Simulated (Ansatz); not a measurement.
## Electronic structure of AlFH2N2 in real space

The calculation's input:

```
crystal:
  periodic: [false, false, false]
  atoms:
    - {symbol: Al, position_ang: [-2.175286, -1.486684, 0.585942]}
    - {symbol: F, position_ang: [-2.048660, -2.126794, -0.948748]}
    - {symbol: N, position_ang: [-3.977219, -1.354266, 1.279134]}
    - {symbol: "N", position_ang: [-3.619797, -0.254438, 0.804027]}
    - {symbol: H, position_ang: [-0.937073, -1.362077, 1.528197]}
    - {symbol: H, position_ang: [-4.304891, 0.530944, 0.819527]}
basis:
  gaussian:
    orbitals: def2-TZVPD
hamiltonian:
  xc: pbe0
output: {forces: true, orbitals: {seedname: orbitals}}
```

Command:

```sh
ansatz run input.yaml --threads 1 --pin off --max-ram 2610MiB --events-out events.jsonl --progress --plain --runs-dir runs
```

Geometry: B3LYP-D3(BJ)/def2-SVP.

Theory: isolated molecule in a Gaussian basis; Kohn-Sham density functional theory, functional PBE0 in Ansatz.

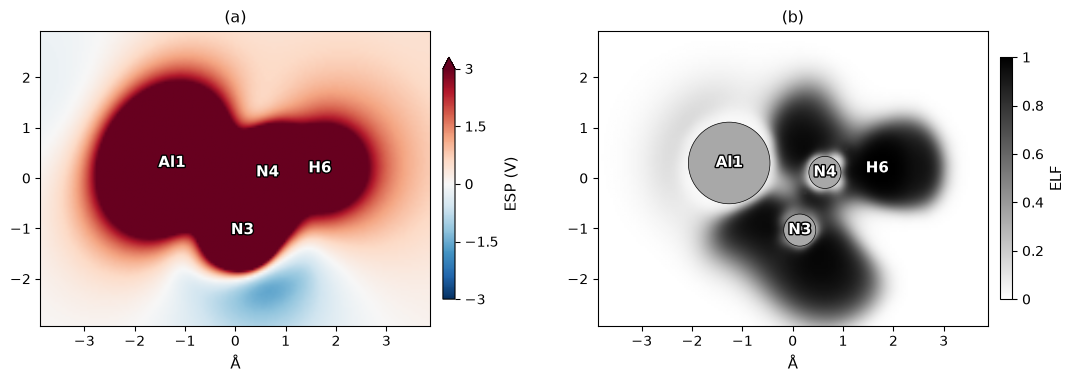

Figure 1. (a) electrostatic potential; (b) electron localisation function on the plane of atoms Al1, N4 and N3. Grey discs cover the atomic cores in the ELF map.

**Read the bonding off the picture.**

The section cuts through Al, N and H sites.
N–N (1.25 Å): the ELF peaks at about 0.90 between the atoms, as expected for localised, covalent bonding.
Al–N (1.91 Å): the ELF peaks at about 0.80 in the valence shell of N, 0.6 Å from its nucleus, and is about 0.35 at the midpoint.
N–H (1.04 Å): the ELF climbs to about 1 towards the hydrogen, as it does in any bond to H: an ordinary covalent bond to hydrogen.
The ELF also peaks beside N3, away from the bonds: lone-pair regions.
Outside the dense part of the molecule the potential is most negative (−1.6 V) near N3.

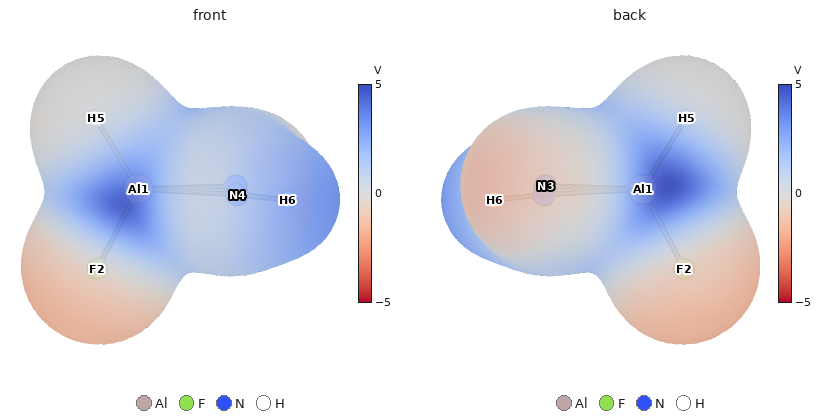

Figure 2. The electrostatic potential painted on the density surface at 0.004 e/bohr³, seen from the front and from behind; red is negative and blue positive.

**Where is the surface potential most negative and most positive?**

The most negative region (about −1.5 V) lies over F2, the most positive (about +4.5 V) over Al1.

**How polar is the molecule by this calculation?**

Its dipole moment is 2.65 D.

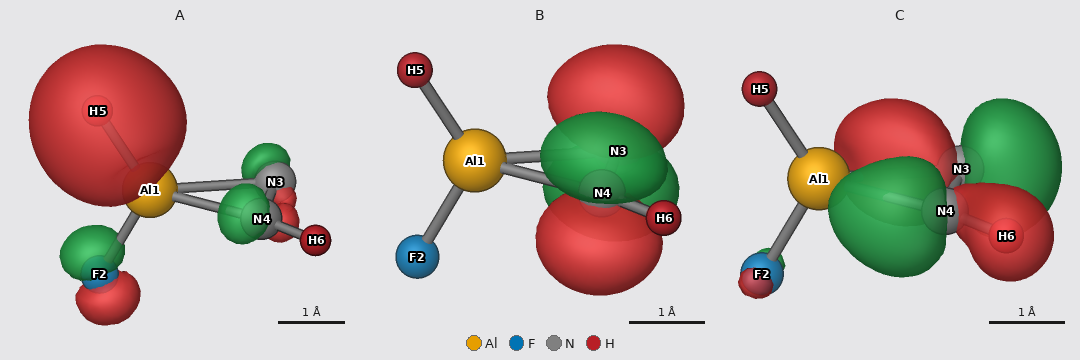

Figure 3. Three frontier orbitals at ±0.15 Å⁻³ᐟ² (green and red are the two phases), in no order.

**Which picture is the HOMO−1, the HOMO and the LUMO?**

A is the HOMO−1 (−9.57 eV). It lies mainly on H5 (about 50 %), Al1 (about 35 %) and F2 (about 10 %). C is the HOMO (−7.18 eV). It lies mainly on N3 (about 55 %), N4 (about 25 %), Al1 (about 15 %) and H6 (about 5 %). B is the LUMO (−2.39 eV). By Hirshfeld shares it lies mainly on N3 (about 50 %) and N4 (about 35 %); π-antibonding (π*) across N3–N4.

**What is the HOMO–LUMO gap?**

4.79 eV between the orbital energies.
